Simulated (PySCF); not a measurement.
## Electronic structure of C6H11NO2Si in real space

The calculation's input:

```
{"job": {"kind": "nmr", "xc": "PBE0", "basis": "pcSseg-1"}, "charge": 0, "multiplicity": 1}
C     -1.736540    -1.652082     1.669970
C     -0.742785    -0.830904     1.391388
C     -0.696069     0.032009     0.164247
O     -0.115762     1.269806     0.498917
C     -0.481050     2.347555    -0.326561
C      0.171776    -0.660951    -0.932335
C     -0.403324    -1.956151    -1.245329
N     -0.865878    -2.970960    -1.493485
O      1.490558    -0.803065    -0.541750
Si     2.474725     0.300939     0.145278
H     -1.722792    -2.274162     2.547454
H     -2.597983    -1.746691     1.029109
H      0.120146    -0.742162     2.032570
H     -1.709114     0.170575    -0.244304
H     -1.566920     2.496695    -0.316334
H      0.010361     3.224816     0.089099
H     -0.151435     2.209799    -1.362307
H      0.123796    -0.046703    -1.850226
H      3.703501    -0.458269    -0.048643
H      2.477473     1.555507    -0.610396
H      2.208397     0.551341     1.557869
```

Command:

```sh
OMP_NUM_THREADS=1 python probes_run.py task.json out
```

Geometry: GFN2-xTB.

Computed with PBE0/pcSseg-1, SCF density, gas phase, non-relativistic (PySCF).

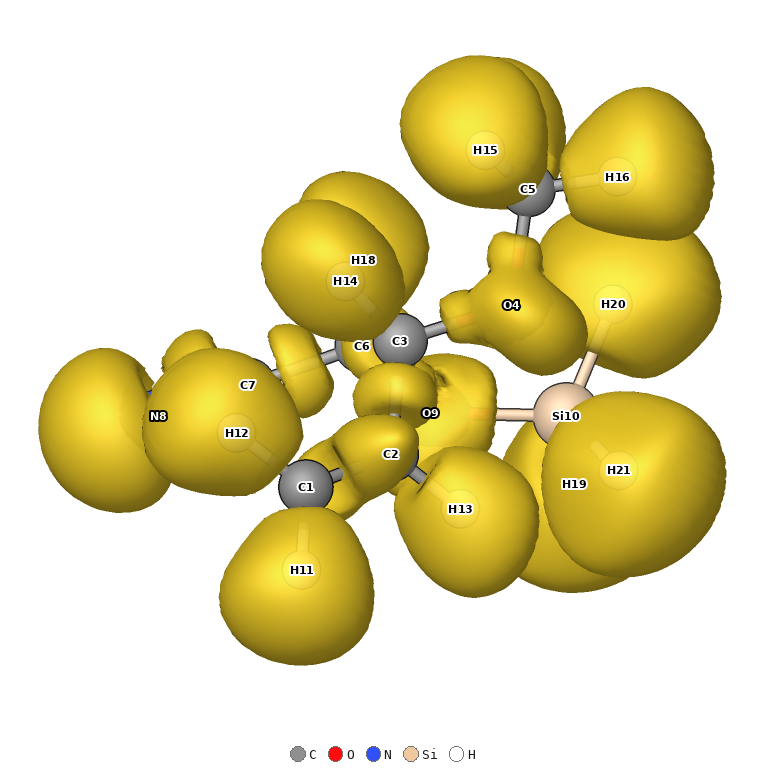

Figure 1. Isosurface of the ELF at 0.75 (yellow), seen at an oblique angle. Only the valence region is drawn (cores and ρ < 0.01 e/Å³ removed).

What do the ELF domains correspond to?

Answer. At this value the surface marks out four regions between bonded C–C atoms (shared pairs), eleven regions around hydrogen nuclei, one region on N in which the atom's valence shell and bonds are merged and two regions on O in which the atom's valence shell and bonds are merged.


C–N (1.14 Å): the ELF peaks at about 0.85 between the atoms: a multiple bond. C–C (1.32 Å): the ELF peaks at about 0.90 between the atoms: a multiple bond.

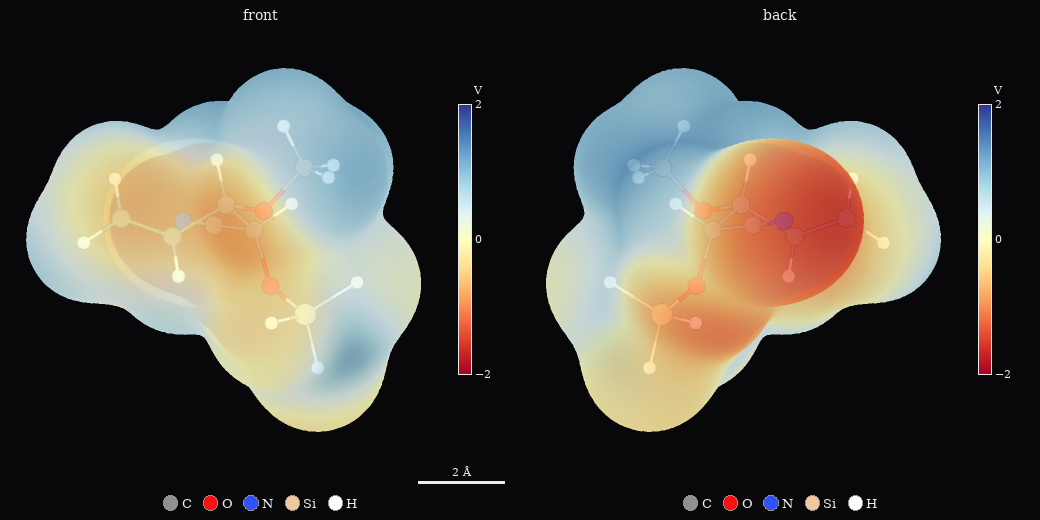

Figure 2. The electrostatic potential painted on the density surface at 0.001 e/bohr³, seen from the front and from behind; the colour scale runs from red (negative) to blue (positive).

Which sites attract a positive test charge, and which a negative one?

Answer. A positive charge is drawn to the negative regions and a negative charge to the positive ones. The most negative region (about −1.6 V) lies over N8, the most positive (about +1.3 V) over C3, C6, H17 and H18. N8 is the likeliest acceptor of a hydrogen bond.

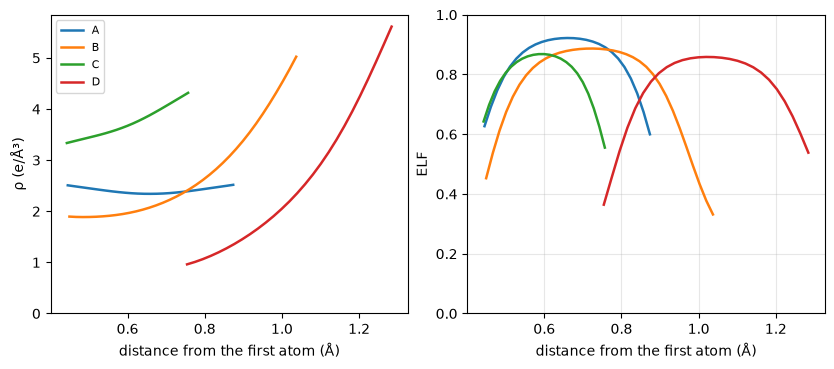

Figure 3. Total electron density and electron localisation function along straight lines between neighbouring atoms. The curves leave out the atomic cores.

Which curve belongs to which contact (C–C, C–N, C–O and Si–O)? The first atom named is at distance zero.

Answer. Curve A: C–C (1.32 Å): ρ at the midpoint is about 2.3 e/Å³; the ELF peaks at about 0.90 between the atoms (a short, multiple covalent bond). Curve B: C–O (1.38 Å): ρ is about 2.2 e/Å³ halfway, with its minimum of 1.9 e/Å³ about 0.5 Å from C; the ELF peaks at about 0.90 between the atoms (a shared but strongly polarised pair). Curve C: C–N (1.14 Å): ρ at the midpoint is about 3.6 e/Å³; the ELF peaks at about 0.85 between the atoms: a multiple bond. Curve D: Si–O (1.63 Å): the density is about 1.1 e/Å³ at the midpoint; the ELF peaks at about 0.85 between the atoms, as expected for a polar covalent bond.
